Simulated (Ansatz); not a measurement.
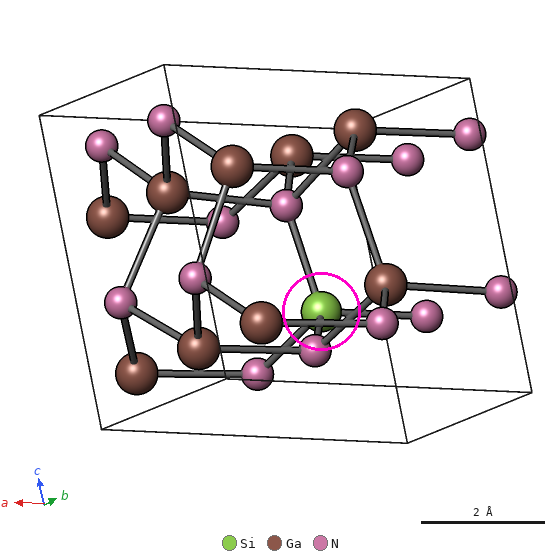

The image is a ball-and-stick drawing of a crystal, viewed from a general direction. The parallelepiped is the supercell. The host is GaN, in a cell of 16 sites, and the cell carries a charge of +1. A ring marks the defect's site.

Where does the cell differ from the host, and how?

Answer. Silicon on a gallium site (a substitutional impurity). It is bonded to four N in a tetrahedral arrangement at about 1.8 Å.

The atoms were relaxed in the host's cell with DFT PBE, scalar-relativistic, plane waves, PAW (Ansatz 0.2.0).
